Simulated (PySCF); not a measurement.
## Electronic structure of C$_{3}$H$_{5}$NO$_{2}$Si in real space

```xyz
12

C     2.3742   -0.6852    0.0300
N     1.5598    0.2215   -0.2281
Si   -0.0430    0.5858    0.2709
O     0.0586    2.0670    0.9152
C    -1.3985   -0.6425    0.7658
C    -1.8902   -0.4356   -0.4550
O    -1.0847    0.4881   -1.0857
H     3.3423   -0.6720   -0.4647
H     2.2016   -1.5082    0.7278
H    -0.6391    2.6929    0.7357
H    -1.7463   -1.3022    1.5351
H    -2.7335   -0.8103   -1.0083
```

Geometry: GFN2-xTB.

Theory: B3LYP/def2-SVPD, SCF density, gas phase in PySCF 2.14.0.

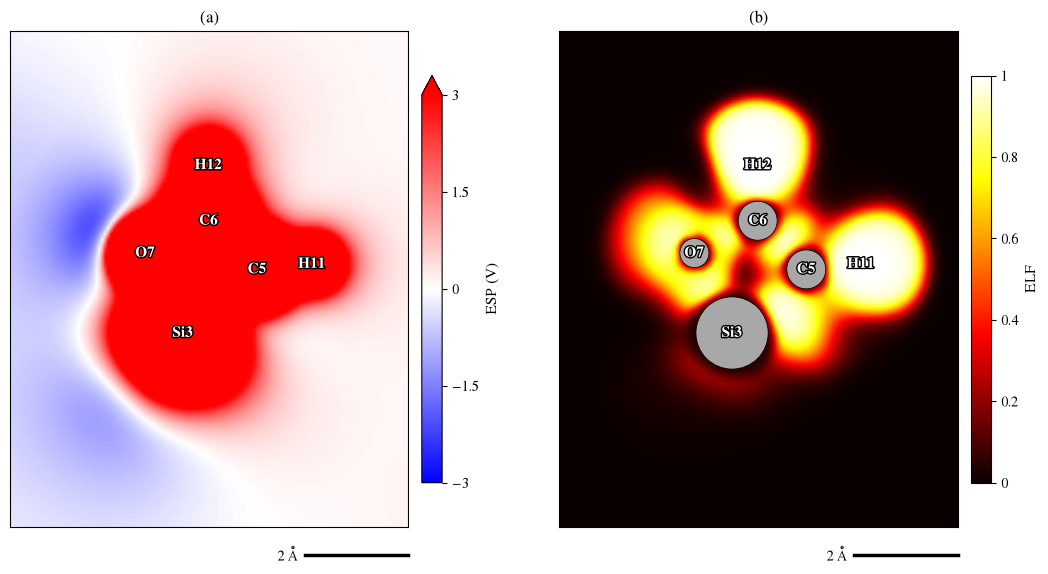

Figure 1. (a) electrostatic potential; (b) ELF on the plane of atoms C5, Si3 and O7. Grey discs cover the atomic cores in the ELF map.

Describe what can be read from this map.

Answer. The section cuts through Si, C, O and H sites. C–C (1.33 Å): the ELF peaks at about 0.90 between the atoms; a short, multiple covalent bond. C–O (1.38 Å): the ELF peaks at about 0.90 between the atoms (a shared but strongly polarised pair). C–Si (1.90 Å): the ELF peaks at about 0.90 between the atoms; localised, covalent bonding. The ELF also peaks beside O7, away from the bonds: lone-pair regions. Outside the dense part of the molecule the potential is most negative (−2.0 V) near O7.

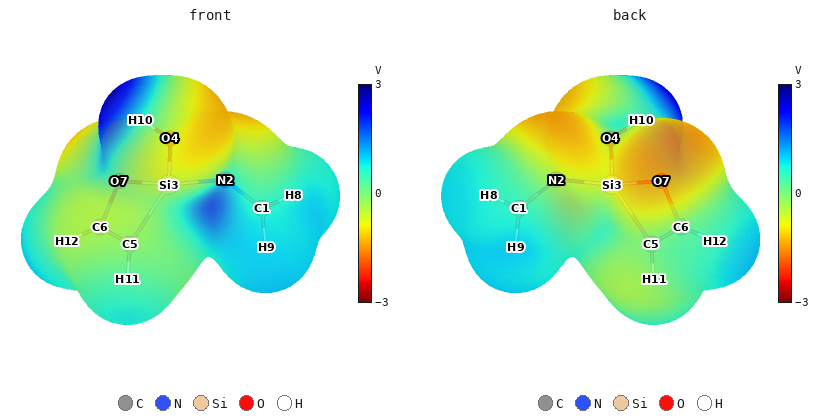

Figure 2. The molecular electrostatic potential painted on the density surface at 0.002 e/bohr³, seen from the front and from behind; red is negative and blue positive.

Where is the surface potential most negative and most positive?

Answer. The most negative region (about −1.6 V) lies over O7, the most positive (about +2.5 V) over H10. O7 is the likeliest acceptor of a hydrogen bond.

How polar is the molecule by this calculation?

Answer. Its dipole moment is 1.84 D.
